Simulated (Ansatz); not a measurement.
# A frame of glassy nearly rigid carbon from 5000 K (123 atoms) under strain: runs compared

How stiff is a frame of glassy nearly rigid carbon from 5000 K (123 atoms)?

Computed with Ansatz 0.2.0: Kohn-Sham DFT, RPBE, PAW (set soft_2), plane waves.

### 1. The cell as built

The cell holds 123 atoms: 123 C. Cell: a = 11.085 Å, b = 11.085 Å, c = 11.085 Å, α = 90.0°, β = 90.0°, γ = 90.0°. 123 atoms (123 C) placed at random at 1.8 g/cm³, melted at 6000 K for 10 ps at fixed volume with the LCBOP (Los and Fasolino, Phys. Rev. B 68, 024107 (2003)). Snapshot at the end of a hold of 5 ps at 5000 K and fixed volume.

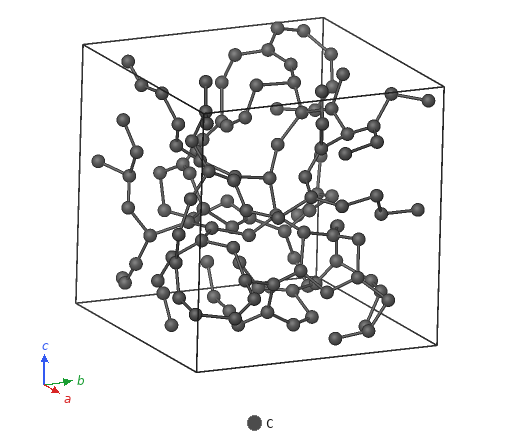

The cell as built. Bonds to atoms that aren't drawn are left out. Some periodic images of atoms are drawn too.

What the set-up can't give: The network of bonds at the start is that of the classical potential that made the cell, and needn't be the one that DFT or experiment would give. Only the Γ point is sampled.

### 2. The reference run

The reference is a single point at the end of the relaxation.

Every strained cell starts from the geometry of this run, and its atoms are relaxed with the cell held.

Its input, with most atom lines left out:

```yaml
crystal:
  lattice:
    - [10.58375, 0.26935, 0.04729]
    - [0.26935, 10.75807, 0.02936]
    - [0.04729, 0.02936, 10.92826]
  atoms:
    - { symbol: C, position: [0.55674, 0.05315, 0.23501] }
    - { symbol: C, position: [0.63292, 0.60889, 0.03332] }
    - { symbol: C, position: [0.29012, 0.35594, 0.38508] }
    - { symbol: C, position: [0.23119, 0.0662, 0.98469] }
    - { symbol: C, position: [0.69153, 0.57392, 0.34743] }
    - { symbol: C, position: [0.05873, 0.95763, 0.47412] }
    - { symbol: C, position: [0.73685, 0.28675, 0.39187] }
    [... atom lines 8 to 123 left out ...]
kpoints:
  mp_grid: { grid: [1, 1, 1] }
hamiltonian:
  xc: rpbe
scf:
  occupations: { method: gaussian, width: 0.05 }
output:
  forces: true
  stress: true
  populations: true
  dos:
    method: { smearing: { sigma: 0.15 } }
    de: 0.1
    projected: { site_lists: { C: [C] } }
  eigenvalues: true
  write_density: true
  write_potential: true
  volumetric_format: npy
  elf: true
```

```
free energy per atom   : -251.4877 eV/atom
r.m.s. force component : 0.00487 eV/Å
pressure               : 0.009517 GPa
```

Counting bands leaves a spacing of only 0.14 eV (at Γ alone), which the smearing bridges: 2 levels are partly filled by over 2 %, so a gap, if any, is small at this level.

### 3. The runs

Each row is one run, on 4 threads of Arm Neoverse V1, shared host. The free energy is the program's total, comparable only between runs with the same functional, potentials and atoms.

```csv
run,atoms,outcome,"ionic steps, all passes",free energy (eV),time,host memory (GiB)
Single point at the start,123,converged,-,-30830.482,22 s,1.6
Cell and atoms relaxed,123,converged,35,-30932.989,9.1 min,1.6
Single point at the relaxed geometry,123,converged,-,-30932.989,35 s,1.5
Volume -3 %,123,converged,15,-30932.572,4.5 min,1.5
Volume +3 %,123,converged,9,-30932.478,2.6 min,1.6
Volume -6 %,123,converged,14,-30930.984,4.2 min,1.5
Volume +6 %,123,converged,9,-30930.982,2.8 min,1.6
Volume -10 %,123,converged,23,-30927.797,6.5 min,1.4
Stretched by 1 % along x,123,converged,9,-30932.872,2.6 min,1.5
Compressed by 1 % along x,123,converged,15,-30932.963,4.5 min,1.5
Sheared by 2 % in xy,123,converged,4,-30932.847,70 s,1.5
```

In some runs the program notes that the exchange-correlation potential is rough where the density is thin and the SCF threshold is loose for the stress.

### 4. Pressure against volume

Atoms are relaxed at each volume, in the scaled cell.

```csv
volume change (%),volume (Å³/atom),energy change (meV/atom),pressure (GPa),largest move on relaxing (Å),bonds
-10,9.099,42.22,14.30,0.57,188
-6,9.503,16.30,9.27,0.33,186
-3,9.806,3.39,4.32,0.28,186
+0,10.110,0.00,0.01,-,185
+3,10.413,4.16,-4.38,0.12,185
+6,10.716,16.32,-8.40,0.18,185
```

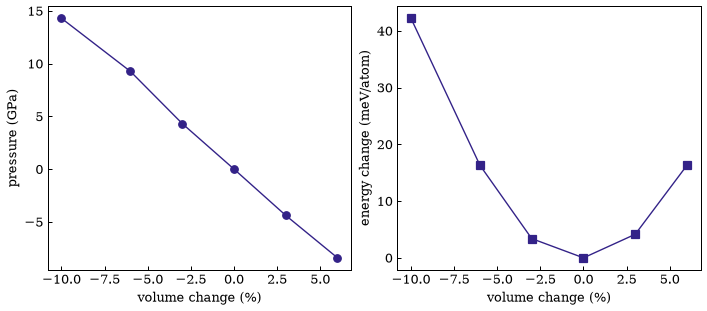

Pressure and energy against volume.

### 5. Uniaxial strain and shear

Stress (GPa, compression positive) less that of the relaxed cell, atoms relaxed:

```csv
strain,xx,yy,zz,xy,energy change (meV/atom)
stretched by 1 % along x,-3.201,-0.964,-1.166,-0.167,0.95
compressed by 1 % along x,2.546,0.574,1.148,0.312,0.21
sheared by 2 % in xy,-0.446,-0.655,-0.296,-1.774,1.16
```

### 6. Outcome

The bulk modulus, from the slope of pressure against ln V over the three points nearest the relaxed volume, is 145 GPa; between neighbouring points the slope runs 116, 157, 142, 149 and 140 GPa from the smallest volume up, without a steady fall, so no pressure derivative is given, and the cell yields more easily when compressed beyond -6 %. The count of bonds runs from 185 to 188 over the series, so at some points contacts cross the cutoffs. At -10 % some atom moved by over 0.5 Å on relaxing, so that point may sit in another local minimum. Stretch and compression disagree (xx stress changes of -3.20 and 2.55 GPa), so C11 is only a mean of unlike responses. In the Cartesian axes of the cell, finite differences give C11 = 287, C12 = 76.9, C13 = 116 and C66 = 88.7 GPa (the shear of 2 % is the engineering strain, εxy = 0.01).

Caveats: Strains are finite and relaxations stop at the force tolerance of the input, which can leave moduli too stiff; they are those of a static cell at zero temperature. Volumes are changed with the cell's shape held, so in an anisotropic solid the modulus lies over the one under free hydrostatic load. The program notes that the SCF threshold of the relaxations is loose for the stress.

The DFT runs together took 39 min of wall time.

[Logs are printed without paths, hosts, clocks, repeated set-up lines and the standing remarks that a program may print on its own settings, such as how far it seeks lower states.]

[Hosts, paths, dates, database ids (printed as entryN), source tags and the programs' standing remarks are cut or masked in the printed files.]
